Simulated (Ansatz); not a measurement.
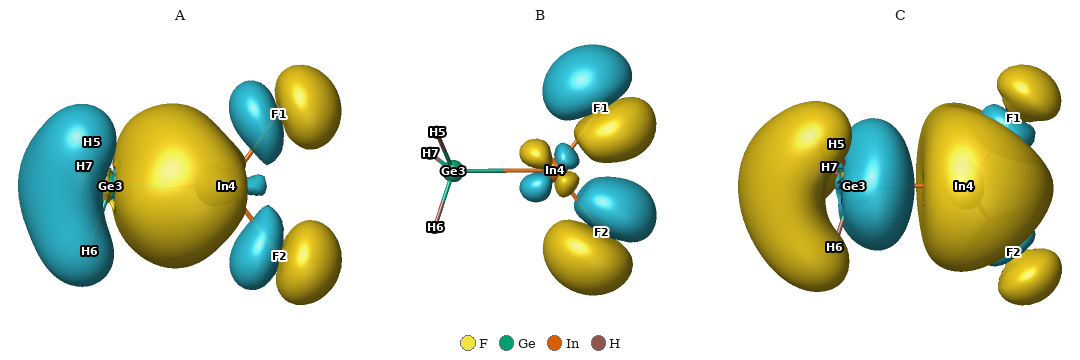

*F2GeH3In (SMILES [F][In]([F])[GeH3]). Three frontier orbitals at ±0.05 Å⁻³ᐟ² (yellow and cyan are the two phases), in no order.*

Geometry: r2SCAN-D4/def2-SVP; core potentials replace the inner electrons of In.

Level of theory: isolated molecule in a Gaussian basis; Kohn-Sham density functional theory, functional PBE0 (Ansatz 0.2.0).

The calculation's input:

```
crystal:
  periodic: [false, false, false]
  atoms:
    - {symbol: F, position_ang: [-4.429969, -1.698118, 2.217386]}
    - {symbol: F, position_ang: [-3.323515, -3.958485, 0.326688]}
    - {symbol: Ge, position_ang: [-1.754783, -0.300628, -0.497509]}
    - {symbol: In, position_ang: [-3.215946, -2.040211, 0.716481]}
    - {symbol: H, position_ang: [-2.580476, 0.970242, -0.716561]}
    - {symbol: H, position_ang: [-1.292207, -0.880204, -1.836504]}
    - {symbol: H, position_ang: [-0.545887, 0.008007, 0.392111]}
basis:
  gaussian: {orbitals: def2-TZVPD}
total_charge: 0
magnetization: {spin_polarized: false, initial_magnetization: 0}
hamiltonian: {xc: {name: PBE0}}
output: {forces: true, orbitals: {seedname: orbitals}}
```

Command:

```sh
ansatz run input.yaml --threads 1 --pin off --max-ram 2610MiB --events-out events.jsonl --progress --plain --runs-dir runs
```

Order the three orbitals by energy and name them.

Answer. B is the HOMO−1 (−10.07 eV). By Hirshfeld shares it lies mainly on F1 (about 45 %) and F2 (about 45 %); largely a combination of lone pairs on F1 and F2. A is the HOMO (−8.89 eV). By Hirshfeld shares it lies mainly on Ge3 (about 35 %), In4 (about 30 %), F2 (about 15 %) and F1 (about 15 %). C is the LUMO (−2.07 eV). It lies mainly on In4 (about 45 %), Ge3 (about 30 %), F2 (about 10 %) and F1 (about 10 %).

What is the HOMO–LUMO gap?

Answer. 6.82 eV between the orbital energies.
